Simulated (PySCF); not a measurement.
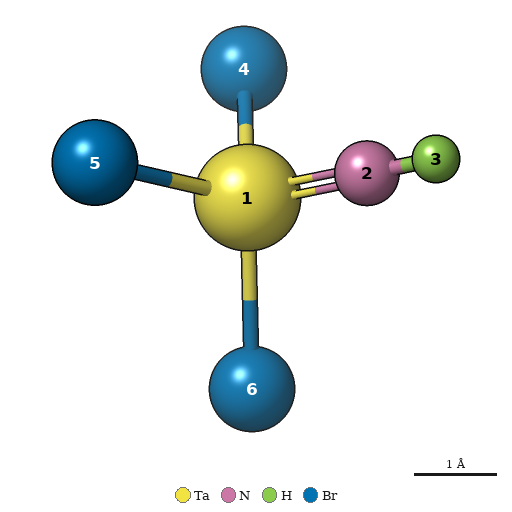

The atoms are numbered. The species is neutral and a spin singlet. The geometry was computed by an optimisation with PBE0-D3(BJ)/def2-SVP. No frequency run is at hand to confirm it as a minimum.

Describe the coordination of atom 1.

Answer. Ta1 has 4 neighbours (N2 at 1.75, Br4 at 2.45, Br5 at 2.44, Br6 at 2.44 Å); the arrangement is tetrahedral.

How are the neighbours of atom 2 arranged?

Answer. N2 has 2 neighbours (Ta1 at 1.75, H3 at 1.01 Å); the arrangement is linear.
